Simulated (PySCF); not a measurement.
# C₃H₈B−: NMR shifts and electronic excitations in gas and solvents

Aim: compute the NMR shifts and electronic excitations of C₃H₈B− (`[BH3-]/C=C/C`), and see what a dielectric continuum does where one was used.

The runs use PySCF 2.14.0, with density-fitted response routines of our own; the level of theory stands in each step. All values are computed, except where a source is named. Atoms count from 0, in the outputs and in this text.

### Step 1. Starting geometry

12 atoms, charge -1, multiplicity 1; geometry from: GFN2-xTB.

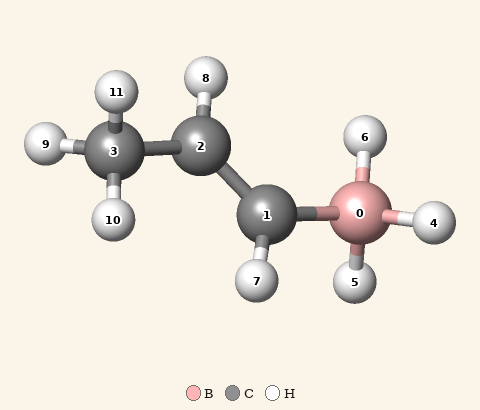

As it starts; boron pink, carbon grey, hydrogen white, atoms numbered.

### Step 2. Optimising the geometry at PBE0-D3(BJ)/def2-SVP

Job settings and geometry (Å):

```
{"job": {"xc": "PBE0", "basis": "def2-SVP", "d3": "d3bj", "grid": 1, "kind": "geom"}, "charge": -1, "multiplicity": 1}
B      2.046472    -0.060662    -0.132888
C      0.468834    -0.400733    -0.101084
C     -0.542528     0.430046     0.104704
C     -2.008460     0.064601     0.126231
H      2.608604    -0.714529     0.742790
H      2.503456    -0.400323    -1.221967
H      2.257087     1.130388     0.048410
H      0.191545    -1.449177    -0.268006
H     -0.350471     1.485323     0.278524
H     -2.565255     0.602755    -0.649324
H     -2.140465    -1.005133    -0.042424
H     -2.467620     0.316757     1.089006
```

The run is started by

```sh
OMP_NUM_THREADS=1 python probes_run.py task.json out
```

The driver reads the jobs from task.json and runs them one after another.

Output:

```text
step   0  E = -143.68540018  max force = 0.026083
step   1  E = -143.68738024  max force = 0.003749
step   2  E = -143.68741858  max force = 0.001160
step   3  E = -143.68741180  max force = 0.001558
step   4  E = -143.68742870  max force = 0.000533
step   5  E = -143.68743047  max force = 0.000132
optimisation converged
```

It took 43 s on 1 thread, shared host.

The steps of the relaxation:

```tsv
step	energy from step 0 (eV)	largest force component (eV/Å)
0	0.0000	1.3412
1	-0.0539	0.1928
2	-0.0549	0.0596
3	-0.0547	0.0801
4	-0.0552	0.0274
5	-0.0552	0.0068
```

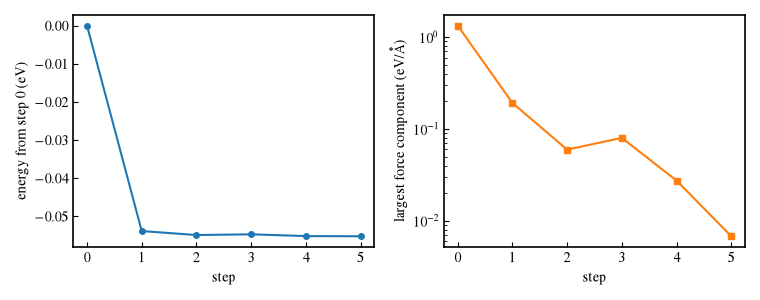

Energy and largest force along the relaxation.

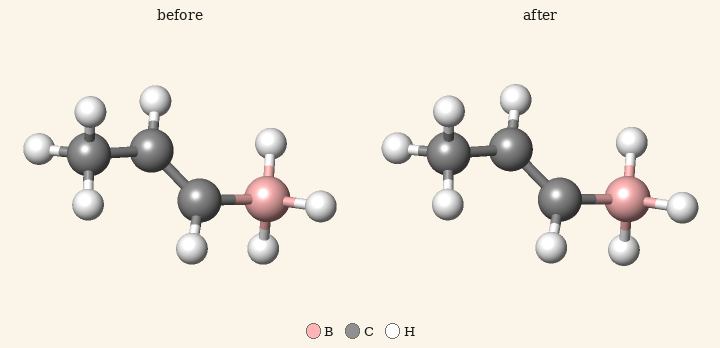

Before and after, at one scale.

Close pairs (by a distance rule), those that changed most:

```tsv
bond	before (Å)	after (Å)	change (Å)
B0–H6	1.223	1.249	+0.026
B0–H4	1.229	1.254	+0.025
B0–H5	1.229	1.254	+0.025
C1–C2	1.325	1.345	+0.020
C2–H8	1.087	1.102	+0.015
C1–H7	1.097	1.111	+0.013
C3–H9	1.096	1.109	+0.013
C3–H11	1.096	1.109	+0.013
```

The next job starts from the end point, and lists it.

```tsv
at the end point	value
point group (found at 0.08 Å tolerance)	Cs
rotational constants (GHz, main isotopes)	32.975, 3.534, 3.345
```

### Step 3. Nuclear shieldings: PBE0/pcSseg-1 in chloroform

Job settings and geometry (Å):

```
{"job": {"kind": "nmr", "xc": "PBE0", "basis": "pcSseg-1", "solvent": "chloroform", "pop": true}, "charge": -1, "multiplicity": 1}
B      2.154566    -0.080452     0.015633
C      0.579613    -0.401086     0.054233
C     -0.455574     0.434083     0.255922
C     -1.909927     0.060798     0.277613
H      2.743136    -0.756523     0.892612
H      2.628994    -0.434139    -1.089943
H      2.380588     1.134384     0.200503
H      0.273675    -1.456685    -0.105852
H     -0.235214     1.500585     0.423014
H     -2.500217     0.591660    -0.496422
H     -2.041314    -1.021117     0.103781
H     -2.399576     0.300022     1.243219
```

With the program's defaults for keys left out, this is: GIAO PBE0/pcSseg-1 NMR shielding, non-relativistic, IEF-PCM chloroform.

Output:

```text
coarse grid: 9304 points
cycle   1  E = -143.7262355632  dE = -3.262e-02  |g| = 5.039e-01  |ddm| = 2.795e+00
cycle   2  E = -143.7197786990  dE =  6.457e-03  |g| = 5.530e-01  |ddm| = 1.409e+00
cycle   3  E = -143.8175202812  dE = -9.774e-02  |g| = 8.946e-02  |ddm| = 7.479e-01
cycle   4  E = -143.8193841620  dE = -1.864e-03  |g| = 2.730e-02  |ddm| = 8.104e-02
cycle   5  E = -143.8195575831  dE = -1.734e-04  |g| = 7.225e-03  |ddm| = 2.628e-02
cycle   6  E = -143.8195728631  dE = -1.528e-05  |g| = 1.147e-03  |ddm| = 8.061e-03
cycle   7  E = -143.8195731917  dE = -3.286e-07  |g| = 1.878e-04  |ddm| = 9.894e-04
final grid: 87808 points
cycle   8  E = -143.8433000355  dE = -1.825e-05  |g| = 5.691e-03  |ddm| = 1.961e-02
cycle   9  E = -143.8432986980  dE =  1.338e-06  |g| = 6.151e-03  |ddm| = 1.171e-02
cycle  10  E = -143.8433093361  dE = -1.064e-05  |g| = 2.873e-04  |ddm| = 5.949e-03
cycle  11  E = -143.8433093542  dE = -1.813e-08  |g| = 1.479e-04  |ddm| = 3.750e-04
cycle  12  E = -143.8433093596  dE = -5.411e-09  |g| = 4.741e-05  |ddm| = 1.488e-04
cycle  13  E = -143.8433093602  dE = -5.732e-10  |g| = 5.647e-06  |ddm| = 3.894e-05
converged SCF energy = -143.8433093602

GIAO shielding tensors (ppm)
atom      isotropic    diamagn.    paramagn.     s11        s22        s33       span
  0 B      136.128     184.800     -48.672    126.683    129.835    151.867     25.183
  1 C       20.287     253.171    -232.884   -110.351     25.167    146.046    256.397
  2 C       57.912     255.155    -197.243    -56.415     90.416    139.733    196.148
  3 C      159.552     247.504     -87.952    142.390    150.121    186.145     43.755
  4 H       30.285      29.360       0.925     28.555     29.326     32.974      4.419
  5 H       30.288      29.383       0.905     28.553     29.341     32.971      4.418
  6 H       30.453      29.845       0.609     28.757     30.060     32.543      3.787
  7 H       24.821      32.433      -7.612     20.002     25.790     28.671      8.669
  8 H       25.942      32.797      -6.855     23.970     24.909     28.946      4.976
  9 H       29.497      28.858       0.640     25.933     27.460     35.099      9.166
 10 H       29.832      30.220      -0.387     27.046     29.113     33.337      6.291
 11 H       29.499      28.572       0.927     25.935     27.461     35.101      9.167
```

Wall time 20 s (1 thread, shared host).

Shifts follow as δ = σ(reference) − σ, with reference shieldings (ppm) from runs at the same level and on the same kind of geometry: ¹H TMS 31.25, ¹³C TMS 185.2, ¹¹B BF3·OEt2 101.2. The references are single molecules in the same continuum. Atoms listed in one row are averaged.

```tsv
atoms	environment	σ (ppm)	δ (ppm)
C1	alkene CH	20.3	164.9
C2	alkene CH	57.9	127.3
C3	allylic methyl carbon	159.6	25.6
H7	hydrogen on an alkene CH	24.82	6.43
H8	hydrogen on an alkene CH	25.94	5.30
H9, H10, H11	hydrogen on an allylic methyl carbon	29.61	1.64
H4, H5, H6	hydrogen on a boron bonded to C	30.34	0.90
B0	boron bonded to C, 3 H	136.1	-34.9
```

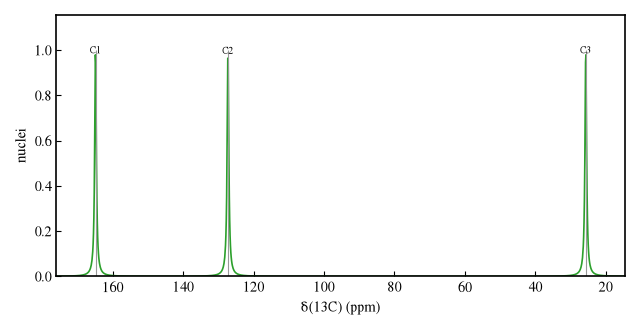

¹³C lines at the computed shifts, without couplings. Lines are broadened to a width of 0.56 ppm (Lorentzian).

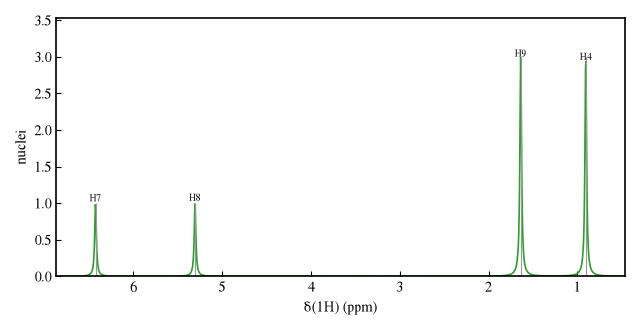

¹H lines at the computed shifts, without couplings. Lines are broadened to a width of 0.02 ppm (Lorentzian).

Charges from the same density, by scheme (e):

```tsv
atoms	Mulliken	IAO	Hirshfeld	ESP fit
B0	-0.06	-0.51	-0.21	-0.20
C1	-0.26	-0.22	-0.15	-0.25
C2	-0.32	-0.20	-0.10	-0.12
C3	-0.25	-0.41	-0.13	-0.36
```

Hirshfeld charges:

```tsv
atom	value (e)
B0	-0.21
C1	-0.15
C2	-0.10
C3	-0.13
H4	-0.17
H5	-0.17
H6	-0.16
H7	0.00
H8	0.01
H9	0.03
H10	0.03
H11	0.03
```

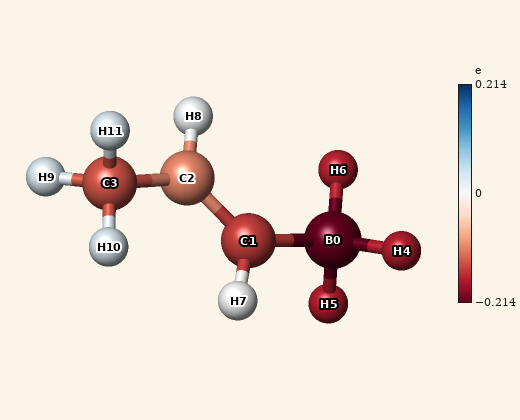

Hirshfeld charges, as colours on the atoms.

Mayer bond orders: B0–C1 0.93, C1–C2 1.91, C2–C3 1.04.

### Step 4. Shielding tensors: PBE0/pcSseg-1 in dichloromethane

The job, as its differences from that of step 3:

```diff
@@ -1,2 +1,2 @@
-{"job": {"kind": "nmr", "xc": "PBE0", "basis": "pcSseg-1", "solvent": "chloroform", "pop": true}, "charge": -1, "multiplicity": 1}
+{"job": {"kind": "nmr", "xc": "PBE0", "basis": "pcSseg-1", "solvent": "dichloromethane", "pop": false}, "charge": -1, "multiplicity": 1}
 B      2.154566    -0.080452     0.015633
```

Method: GIAO PBE0/pcSseg-1 NMR shielding, non-relativistic, IEF-PCM dichloromethane.

Output:

```text
coarse grid: 9304 points
cycle   1  E = -143.7377904568  dE = -4.413e-02  |g| = 5.004e-01  |ddm| = 2.794e+00
cycle   2  E = -143.7335924320  dE =  4.198e-03  |g| = 5.428e-01  |ddm| = 1.365e+00
cycle   3  E = -143.8276764840  dE = -9.408e-02  |g| = 8.645e-02  |ddm| = 7.165e-01
cycle   4  E = -143.8294121231  dE = -1.736e-03  |g| = 2.632e-02  |ddm| = 7.751e-02
cycle   5  E = -143.8295732700  dE = -1.611e-04  |g| = 6.891e-03  |ddm| = 2.475e-02
cycle   6  E = -143.8295871272  dE = -1.386e-05  |g| = 1.113e-03  |ddm| = 7.640e-03
cycle   7  E = -143.8295874386  dE = -3.114e-07  |g| = 1.718e-04  |ddm| = 9.654e-04
final grid: 87808 points
cycle   8  E = -143.8533084240  dE = -1.833e-05  |g| = 5.664e-03  |ddm| = 1.961e-02
cycle   9  E = -143.8533072799  dE =  1.144e-06  |g| = 6.074e-03  |ddm| = 1.148e-02
cycle  10  E = -143.8533176370  dE = -1.036e-05  |g| = 2.721e-04  |ddm| = 5.780e-03
cycle  11  E = -143.8533176532  dE = -1.623e-08  |g| = 1.415e-04  |ddm| = 3.550e-04
cycle  12  E = -143.8533176582  dE = -4.964e-09  |g| = 4.683e-05  |ddm| = 1.438e-04
cycle  13  E = -143.8533176587  dE = -5.542e-10  |g| = 5.636e-06  |ddm| = 3.800e-05
converged SCF energy = -143.8533176587

GIAO shielding tensors (ppm)
atom      isotropic    diamagn.    paramagn.     s11        s22        s33       span
  0 B      136.269     184.871     -48.601    126.738    130.083    151.987     25.249
  1 C       22.156     253.460    -231.304   -107.006     26.472    147.001    254.007
  2 C       56.153     255.256    -199.103    -58.895     87.486    139.869    198.765
  3 C      159.708     247.473     -87.764    142.828    150.011    186.286     43.458
  4 H       30.314      29.441       0.872     28.579     29.349     33.014      4.434
  5 H       30.317      29.459       0.857     28.577     29.364     33.010      4.433
  6 H       30.493      29.916       0.577     28.823     30.080     32.576      3.753
  7 H       24.858      32.447      -7.589     20.203     25.711     28.660      8.457
  8 H       25.884      32.772      -6.888     23.974     24.777     28.901      4.927
  9 H       29.446      28.731       0.716     25.886     27.373     35.080      9.194
 10 H       29.788      30.124      -0.337     26.941     29.069     33.353      6.412
 11 H       29.448      28.446       1.002     25.888     27.374     35.083      9.195
```

Wall time 18 s (1 thread, shared host).

In short: δ C1 163.2, C2 129.2, C3 25.6, B0 -35.0, H7 6.39, H8 5.36 ppm.

### Step 5. Ultraviolet spectrum: wB97X-D/def2-SVPD

The job, as its differences from that of step 4:

```diff
@@ -1,2 +1,2 @@
-{"job": {"kind": "nmr", "xc": "PBE0", "basis": "pcSseg-1", "solvent": "dichloromethane", "pop": false}, "charge": -1, "multiplicity": 1}
+{"job": {"kind": "uv", "xc": "wB97X-D", "basis": "def2-SVPD", "dynamic": true, "nstates": 6, "ntriplets": 0}, "charge": -1, "multiplicity": 1}
 B      2.154566    -0.080452     0.015633
```

Method: TDDFT wB97X-D/def2-SVPD, vertical, gas phase, core orbitals frozen in the response.

Output:

```text
coarse grid: 9304 points
cycle   1  E = -143.7436151884  dE =  1.006e-01  |g| = 4.045e-01  |ddm| = 4.303e+00
cycle   2  E = -143.7812169722  dE = -3.760e-02  |g| = 3.204e-01  |ddm| = 1.716e+00
cycle   3  E = -143.8108125006  dE = -2.960e-02  |g| = 5.403e-02  |ddm| = 7.384e-01
cycle   4  E = -143.8115266027  dE = -7.141e-04  |g| = 2.699e-02  |ddm| = 1.720e-01
cycle   5  E = -143.8117218568  dE = -1.953e-04  |g| = 4.338e-03  |ddm| = 6.701e-02
cycle   6  E = -143.8117288018  dE = -6.945e-06  |g| = 1.817e-03  |ddm| = 1.838e-02
final grid: 87808 points
cycle   7  E = -143.8354235137  dE = -6.490e-05  |g| = 4.007e-03  |ddm| = 1.639e-01
cycle   8  E = -143.8354255148  dE = -2.001e-06  |g| = 3.370e-03  |ddm| = 1.913e-02
cycle   9  E = -143.8354285562  dE = -3.041e-06  |g| = 6.414e-04  |ddm| = 6.765e-03
cycle  10  E = -143.8354286623  dE = -1.061e-07  |g| = 2.250e-04  |ddm| = 2.026e-03
cycle  11  E = -143.8354286782  dE = -1.582e-08  |g| = 3.336e-05  |ddm| = 7.644e-04
cycle  12  E = -143.8354286787  dE = -5.760e-10  |g| = 1.415e-05  |ddm| = 1.712e-04
converged SCF energy = -143.8354286787

Static polarisability (au): isotropic 73.791, principal 59.202 66.645 95.525

Singlet excitations
state   eV       nm        f      main configurations
  1   5.3406    232.2   0.00408   H->L 0.86
  2   5.8225    212.9   0.02040   H->L+1 0.87
  3   6.2497    198.4   0.00189   H->L+2 0.93
  4   6.2569    198.2   0.05157   H-1->L+1 0.60, H-1->L 0.32
  5   6.4400    192.5   0.49029   H->L+3 0.87
  6   6.7112    184.7   0.00014   H-2->L+3 0.48, H-1->L+3 0.45
```

Wall time 34 s (1 thread, shared host).

Frontier orbitals and where they lie:

```tsv
orbital	eV	atoms
HOMO−3	-5.23	B0 27 %, C1 22 %, C2 15 %
HOMO−2	-4.79	C1 31 %, B0 31 %, C2 8 %
HOMO−1	-4.21	B0 39 %, H6 30 %, C1 9 %
HOMO	-3.24	C2 26 %, C1 20 %, B0 19 %
LUMO	5.81	C3 35 %, B0 17 %, H9 12 %
LUMO+1	6.20	B0 62 %, C3 9 %, H11 4 %
LUMO+2	7.03	H8 23 %, H7 16 %, C2 14 %
```

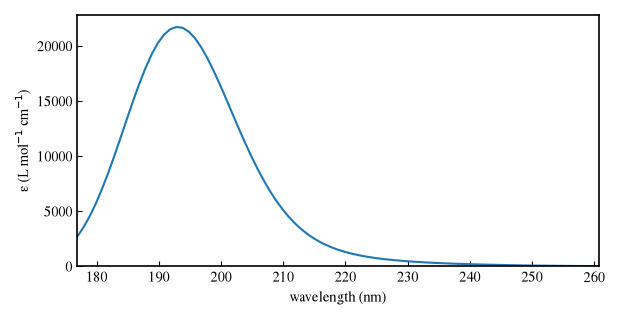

Absorption spectrum: each of the 6 states is a Gaussian band of 0.4 eV half-width at 1/e. Beyond the last state computed it falls off for lack of states.

Further results of this job:

```tsv
property	computed
polarisability (Å³)	10.93
HOMO–LUMO gap (eV)	9.05
−ε(HOMO) (eV)	3.24
C6 with itself (au)	1786
```

### Step 6. Excited states and response: wB97X-D/def2-SVPD in chloroform

The job, as its differences from that of step 5:

```diff
@@ -1,2 +1,2 @@
-{"job": {"kind": "uv", "xc": "wB97X-D", "basis": "def2-SVPD", "dynamic": true, "nstates": 6, "ntriplets": 0}, "charge": -1, "multiplicity": 1}
+{"job": {"kind": "uv", "xc": "wB97X-D", "basis": "def2-SVPD", "solvent": "chloroform", "nstates": 6, "ntriplets": 0}, "charge": -1, "multiplicity": 1}
 B      2.154566    -0.080452     0.015633
```

Level: TDDFT wB97X-D/def2-SVPD, vertical, IEF-PCM chloroform (non-equilibrium linear response), core orbitals frozen in the response.

Output:

```text
coarse grid: 9304 points
cycle   1  E = -143.8278637779  dE =  1.667e-02  |g| = 3.766e-01  |ddm| = 4.309e+00
cycle   2  E = -143.8623613584  dE = -3.450e-02  |g| = 2.730e-01  |ddm| = 1.351e+00
cycle   3  E = -143.8837004439  dE = -2.134e-02  |g| = 4.619e-02  |ddm| = 5.921e-01
cycle   4  E = -143.8842248202  dE = -5.244e-04  |g| = 2.317e-02  |ddm| = 1.528e-01
cycle   5  E = -143.8843690777  dE = -1.443e-04  |g| = 3.338e-03  |ddm| = 5.380e-02
cycle   6  E = -143.8843733885  dE = -4.311e-06  |g| = 1.434e-03  |ddm| = 1.528e-02
final grid: 87808 points
cycle   7  E = -143.9080870347  dE = -6.578e-05  |g| = 3.625e-03  |ddm| = 1.643e-01
cycle   8  E = -143.9080893793  dE = -2.345e-06  |g| = 2.626e-03  |ddm| = 1.805e-02
cycle   9  E = -143.9080912552  dE = -1.876e-06  |g| = 5.806e-04  |ddm| = 5.731e-03
cycle  10  E = -143.9080913420  dE = -8.671e-08  |g| = 2.189e-04  |ddm| = 1.800e-03
cycle  11  E = -143.9080913569  dE = -1.490e-08  |g| = 3.105e-05  |ddm| = 7.186e-04
cycle  12  E = -143.9080913574  dE = -5.680e-10  |g| = 1.311e-05  |ddm| = 1.789e-04
converged SCF energy = -143.9080913574

Static polarisability (au): isotropic 89.004, principal 72.960 81.830 112.221

Singlet excitations
state   eV       nm        f      main configurations
  1   5.9839    207.2   0.00407   H->L 0.85
  2   6.5139    190.3   0.59807   H->L+2 0.95
  3   6.6645    186.0   0.04677   H->L+1 0.80
  4   6.8947    179.8   0.00195   H->L+3 0.50, H-2->L+2 0.29, H-1->L+2 0.14
  5   6.9431    178.6   0.00092   H->L+3 0.45, H-2->L+2 0.35, H-1->L+2 0.15
  6   7.0578    175.7   0.16296   H-1->L 0.85
```

Wall time 28 s (1 thread, shared host).

This run: HOMO -6.86 eV, LUMO 3.05 eV; lowest singlet 5.98 eV.

### Step 7. Ultraviolet spectrum: wB97X-D/def2-SVPD in dichloromethane

The job, as its differences from that of step 6:

```diff
@@ -1,2 +1,2 @@
-{"job": {"kind": "uv", "xc": "wB97X-D", "basis": "def2-SVPD", "solvent": "chloroform", "nstates": 6, "ntriplets": 0}, "charge": -1, "multiplicity": 1}
+{"job": {"kind": "uv", "xc": "wB97X-D", "basis": "def2-SVPD", "solvent": "dichloromethane", "nstates": 6, "ntriplets": 0}, "charge": -1, "multiplicity": 1}
 B      2.154566    -0.080452     0.015633
```

Level: TDDFT wB97X-D/def2-SVPD, vertical, IEF-PCM dichloromethane (non-equilibrium linear response), core orbitals frozen in the response.

Output:

```text
coarse grid: 9304 points
cycle   1  E = -143.8391370380  dE =  5.435e-03  |g| = 3.730e-01  |ddm| = 4.310e+00
cycle   2  E = -143.8733592353  dE = -3.422e-02  |g| = 2.663e-01  |ddm| = 1.321e+00
cycle   3  E = -143.8936730956  dE = -2.031e-02  |g| = 4.525e-02  |ddm| = 5.773e-01
cycle   4  E = -143.8941774564  dE = -5.044e-04  |g| = 2.257e-02  |ddm| = 1.510e-01
cycle   5  E = -143.8943156848  dE = -1.382e-04  |g| = 3.236e-03  |ddm| = 5.264e-02
cycle   6  E = -143.8943198307  dE = -4.146e-06  |g| = 1.388e-03  |ddm| = 1.518e-02
final grid: 87808 points
cycle   7  E = -143.9180343725  dE = -6.596e-05  |g| = 3.575e-03  |ddm| = 1.643e-01
cycle   8  E = -143.9180367808  dE = -2.408e-06  |g| = 2.510e-03  |ddm| = 1.800e-02
cycle   9  E = -143.9180385052  dE = -1.724e-06  |g| = 5.692e-04  |ddm| = 5.634e-03
cycle  10  E = -143.9180385890  dE = -8.374e-08  |g| = 2.187e-04  |ddm| = 1.783e-03
cycle  11  E = -143.9180386041  dE = -1.513e-08  |g| = 3.233e-05  |ddm| = 7.239e-04
cycle  12  E = -143.9180386048  dE = -6.388e-10  |g| = 1.354e-05  |ddm| = 1.900e-04
converged SCF energy = -143.9180386048

Static polarisability (au): isotropic 92.984, principal 77.027 85.886 116.040

Singlet excitations
state   eV       nm        f      main configurations
  1   6.0445    205.1   0.00367   H->L 0.84
  2   6.5490    189.3   0.59441   H->L+2 0.95
  3   6.7765    183.0   0.05247   H->L+1 0.75
  4   6.9409    178.6   0.00003   H-2->L+2 0.51, H-1->L+2 0.29, H->L+3 0.11
  5   7.0175    176.7   0.00324   H->L+3 0.84
  6   7.1576    173.2   0.16561   H-1->L 0.85
```

Wall time 27 s (1 thread, shared host).

Key values: HOMO -7.33 eV, LUMO 2.64 eV; lowest singlet 6.04 eV.

### Step 8. Run by run: NMR shifts

Shifts (ppm) of some atoms, chosen among heavy atoms and hydrogens apart, means over like atoms, with basis size and wall time:

```tsv
run	C1	C2	C3	H7	H8	H9	B0	functions	time
PBE0/pcSseg-1 in chloroform	164.9	127.3	25.6	6.43	5.30	1.64	-34.9	108	20 s
PBE0/pcSseg-1 in dichloromethane	163.2	129.2	25.6	6.39	5.36	1.68	-35.0	108	18 s
```

The continuum's effect on the ground state:

```tsv
solvent	ε	polarisation energy (Eh)
chloroform	4.71	-0.0755
dichloromethane	8.93	-0.0863
```

### Step 9. Run by run: electronic excitations

Excitations and ground-state properties, with basis size and wall time:

```tsv
run	lowest singlet (eV)	brightest (eV)	f	gap (eV)	α (Å³)	functions	time
wB97X-D/def2-SVPD	5.34	6.44	0.490	9.05	10.93	144	34 s
wB97X-D/def2-SVPD in chloroform	5.98	6.51	0.598	9.91	13.19	144	28 s
wB97X-D/def2-SVPD in dichloromethane	6.04	6.55	0.594	9.98	13.78	144	27 s
```

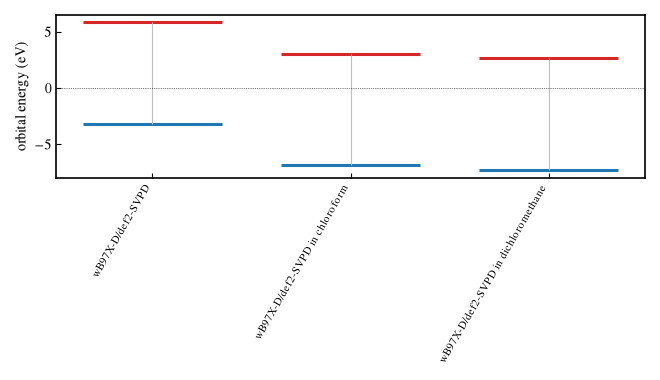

HOMO (blue) and LUMO (red) run by run.

The continuum's effect on the ground state:

```tsv
solvent	ε	polarisation energy (Eh)
chloroform	4.71	-0.0750
dichloromethane	8.93	-0.0859
```

### Step 10. What came out

| quantity | value |
| --- | --- |
| point group | Cs |
| rotational constants (main isotopes) | 32.97, 3.53, 3.34 GHz |
| ¹³C shifts against TMS (PBE0/pcSseg-1, chloroform) | 164.9, 127.3, 25.6 ppm |
| ¹H shifts against TMS (PBE0/pcSseg-1, chloroform, means over atoms taken as alike) | 6.43, 5.30, 1.64, 0.90 ppm |
| ¹¹B shifts against BF3·OEt2 (PBE0/pcSseg-1, chloroform) | -34.9 ppm |
| lowest singlet (wB97X-D/def2-SVPD) | 5.34 eV (232 nm), f = 0.004 |
| brightest single state of those computed | state 5, 6.44 eV, f = 0.490 |
| range of the shift of C2 | 127.3 to 129.2 ppm |
| range of the lowest singlet | 5.34 to 6.04 eV |

**Reading.** Over 5 steps the energy fell by 0.055 eV; of the close pairs, B0–H6 changed most, 1.223 to 1.249 Å. At PBE0/pcSseg-1: Shielding is most anisotropic at C1 (span 256 ppm, paramagnetic term -233 ppm). The lowest singlet, at 5.34 eV, is HOMO→LUMO 0.86 and is weak; of the 6 states computed, the strongest absorption comes from state 5 at 6.44 eV. The lowest singlet lies above −ε(HOMO); no detachment energy was computed, so the anion's states may not be bound. In ppm, C2 moves most: its shift spreads over 1.9 ppm, from 127.3 (PBE0/pcSseg-1 in chloroform) to 129.2 (PBE0/pcSseg-1 in dichloromethane). The continuum holds electrostatics alone: no hydrogen bonds to the solvent, and the gas-phase geometry is kept. The lowest singlet runs from 5.34 eV (wB97X-D/def2-SVPD) to 6.04 eV (wB97X-D/def2-SVPD in dichloromethane), while the orbital gap spans 9.05 to 9.98 eV. The lowest state need not be the same one in every run.
